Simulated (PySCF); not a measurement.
# C4H11NO2Si (SMILES CC(=O)O[SiH2]N(C)C): what the fields show

```yaml
atoms:
  - { symbol: C, position_ang: [3.3583, -0.6763, -0.1309] }
  - { symbol: C, position_ang: [2.3454, 0.3933, 0.1808] }
  - { symbol: O, position_ang: [2.6151, 1.4998, 0.5642] }
  - { symbol: O, position_ang: [1.1033, -0.0086, -0.0209] }
  - { symbol: Si, position_ang: [-0.1644, 1.0410, 0.2260] }
  - { symbol: N, position_ang: [-1.4781, 0.1050, -0.3423] }
  - { symbol: C, position_ang: [-2.7800, 0.7140, -0.4091] }
  - { symbol: C, position_ang: [-1.5438, -1.3368, -0.2862] }
  - { symbol: H, position_ang: [3.3429, -0.8713, -1.2013] }
  - { symbol: H, position_ang: [3.0914, -1.5957, 0.3846] }
  - { symbol: H, position_ang: [4.3495, -0.3491, 0.1676] }
  - { symbol: H, position_ang: [-0.1591, 1.4034, 1.6473] }
  - { symbol: H, position_ang: [-0.0308, 2.2016, -0.6465] }
  - { symbol: H, position_ang: [-2.6732, 1.7889, -0.5153] }
  - { symbol: H, position_ang: [-3.3318, 0.3239, -1.2681] }
  - { symbol: H, position_ang: [-3.3678, 0.5135, 0.4942] }
  - { symbol: H, position_ang: [-2.1090, -1.6799, 0.5878] }
  - { symbol: H, position_ang: [-0.5382, -1.7422, -0.2396] }
  - { symbol: H, position_ang: [-2.0396, -1.7152, -1.1845] }
```

Geometry: GFN2-xTB.

Theory: PBE0/def2-SVPD, SCF density, gas phase (PySCF 2.14.0).

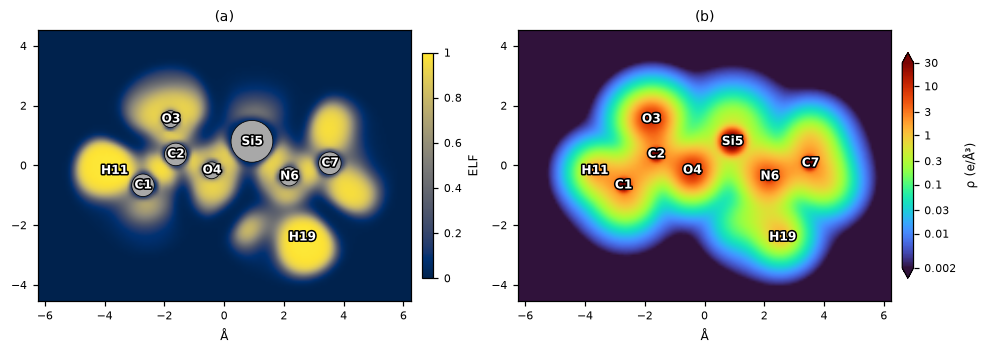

Figure 1. (a) ELF; (b) total electron density on the plane of atoms C2, C1 and H11. Grey discs cover the atomic cores in the ELF map.

Interpret the plot.

- The plane passes through C, O, Si, N and H nuclei.
- C–O (1.20 Å): ρ is about 3.4 e/Å³ halfway; the ELF peaks at about 0.90 between the atoms (a short, multiple covalent bond).
- C–N (1.44 Å): ρ is about 2 e/Å³ halfway; the ELF peaks at about 0.95 between the atoms; a covalent bond.
- C–C (1.51 Å): the density is about 1.8 e/Å³ at the midpoint; the ELF peaks at about 0.95 between the atoms, as expected for localised, covalent bonding.
- Si–O (1.66 Å): the density is about 1.1 e/Å³ at the midpoint; the ELF peaks at about 0.90 between the atoms: a shared but strongly polarised pair.
- Si–N (1.71 Å): the density is about 1.1 e/Å³ at the midpoint; the ELF peaks at about 0.90 between the atoms (a shared but strongly polarised pair).
- The ELF also peaks beside O4 and O3, away from the bonds: lone-pair regions.

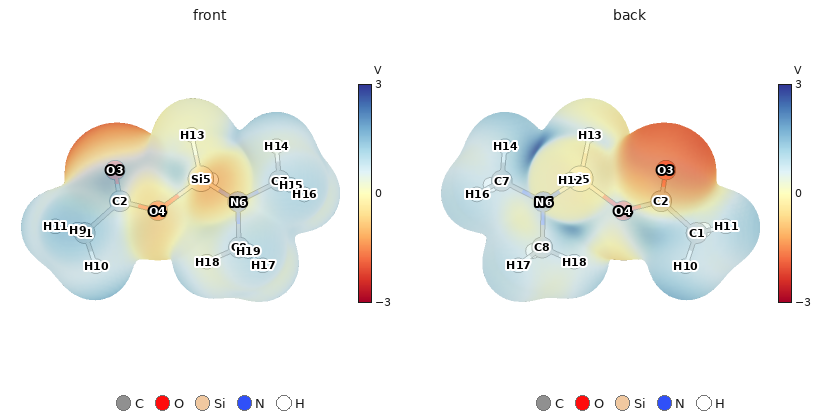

Figure 2. The molecular electrostatic potential painted on the density surface at 0.004 e/bohr³, seen from the front and from behind; the colour scale runs from red (negative) to blue (positive).

Which sites attract a positive test charge, and which a negative one?

A positive charge is drawn to the negative regions and a negative charge to the positive ones. The most negative region (about −1.9 V) lies over O3, the most positive (about +2.1 V) over Si5. O3 is the likeliest acceptor of a hydrogen bond.

How polar is the molecule by this calculation?

Its dipole moment is 2.72 D.
